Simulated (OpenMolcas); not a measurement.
```
&GATEWAY
Basis set
V.ANO-RCC-VDZP.
V1 0.0 0.0 0.0 Angstrom
End of basis
Basis set
F.ANO-RCC-VDZP.
L1 1.401806 1.401806 1.401806 Angstrom
L2 1.401806 1.401806 -1.401806 Angstrom
L3 1.401806 -1.401806 1.401806 Angstrom
L4 1.401806 -1.401806 -1.401806 Angstrom
End of basis
Basis set
Ca.EMB-AIMP.Pascual.0s.0s.ECP.CaF2.
PseudoCharge
* 21 symmetry-unique lattice sites within 7.6 angstrom
End of basis
Basis set
F.EMB-AIMP.Pascual.0s.0s.ECP.CaF2.
PseudoCharge
* 40 symmetry-unique lattice sites within 7.6 angstrom
End of basis
Symmetry
XYZ
AngMom=0.0 0.0 0.0
AMFI
RICD
XField
1348 Angstrom 0
* Evjen-weighted lattice charges
&SEWARD
&RASSCF
FileOrb=start.orb
Symmetry=1
Spin=4
nActEl=3 0 0
Inactive=23 26
Ras2=5 0
CIRoot=10 10 1
SDav=10
CIMx=300
Iter=150 100
PrWF=0.3
OrbListing=Nothing
MaxOrb=0
LevShft=1.0
>>> COPY $Project.JobIph JOB001
&RASSCF
FileOrb=start.orb
Symmetry=1
Spin=2
nActEl=3 0 0
Inactive=23 26
Ras2=5 0
CIRoot=40 40 1
SDav=40
CIMx=300
Iter=150 100
PrWF=0.3
OrbListing=Nothing
MaxOrb=0
LevShft=1.0
>>> COPY $Project.JobIph JOB002
&RASSI
NrOfJobIphs=2 10 40
1 2 3 4 5 6 7 8 9 10
1 2 3 4 5 6 7 8 9 10 11 12 13 14 15 16 17 18 19 20 21 22 23 24 25 26 27
28 29 30 31 32 33 34 35 36 37 38 39 40
IphNames
JOB001
JOB002
EJob
SpinOrbit
DIPRint=1.0
SOCoupling=1000.0
Subsets=2
Property=9
'ANGMOM' 1 'ANGMOM' 2 'ANGMOM' 3 'MLTPL  1' 1 'MLTPL  1' 2 'MLTPL  1' 3
'AMFI' 1 'AMFI' 2 'AMFI' 3
SOProperty=3
'ANGMOM' 1 'ANGMOM' 2 'ANGMOM' 3
```

Command:
```bash
OMP_NUM_THREADS=1 MOLCAS_MEM=2457 MOLCAS_PROJECT=a pymolcas a.inp > a.log  # once for each step of the input, in one work folder
```

Computed with OpenMolcas: state-averaged CASSCF, active space 3 electrons in the shell 3d, basis ANO-RCC-VDZP on all atoms, DKH2 scalar Hamiltonian, spin-orbit coupling by RASSI with atomic mean-field integrals. Powder susceptibility by Van Vleck's formula.

V²⁺ (3d³) as a dopant in CaF₂, a cluster with its 8 nearest F⁻ at 2.428 Å (cube) embedded in model potentials and point charges; the geometry was set, not optimised. The cluster and the levels that result:

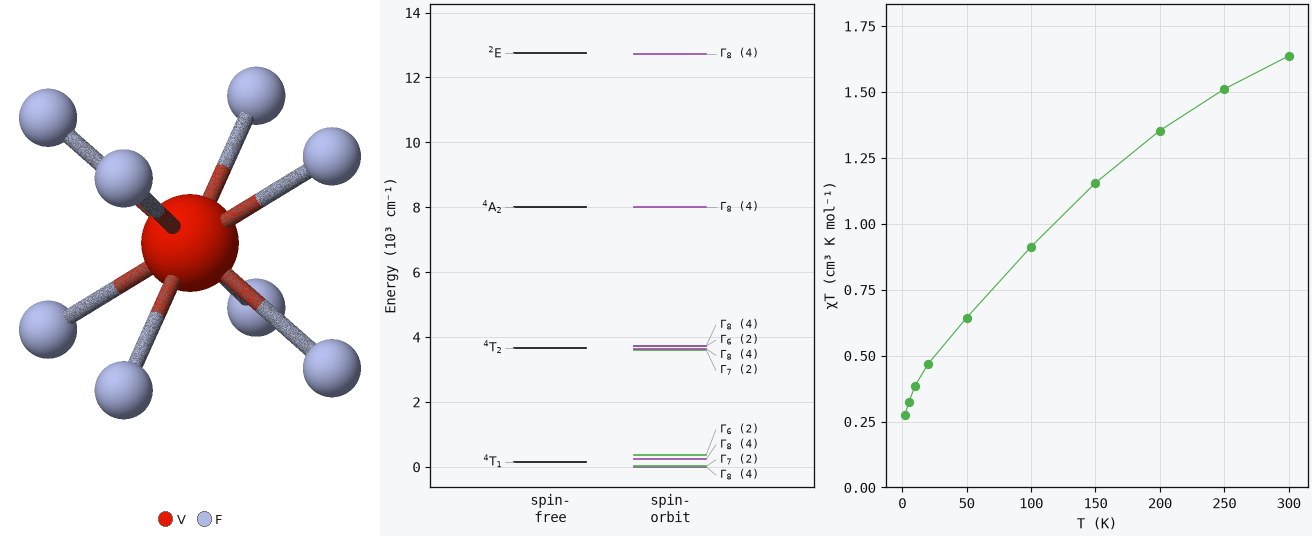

Labels give the representation in O, Td, D4 or D3 as the site allows (double group for half-integer spin) where it could be assigned and, in brackets, the degeneracy; spin-free states, where drawn, share the zero of the spin-orbit levels.

The ground level is Γ₈, 4-fold degenerate, 100 % from states of spin multiplicity 4. The next level lies at 17 cm⁻¹ (Γ₇). The lowest spin-free state is ⁴T₁, from the free-ion F term; of the same spin there follow at 3,520 cm⁻¹ (⁴T₂) and 7,840 cm⁻¹ (⁴A₂) above it. A ligand-field fit to the spin-free states gives |10Dq| = 4,450 cm⁻¹, B = 939 and C = 3,540 cm⁻¹ (rms misfit 100 cm⁻¹). χT is 0.274 cm³ K mol⁻¹ at 2 K and 1.64 at 300 K, an effective moment of 3.62 μB. The active orbitals hold 96 to 99 % metal character (Löwdin), and the Mulliken charge of the metal is +1.63.

Known limits: the geometry is set by hand, with no relaxation and no charge compensation.
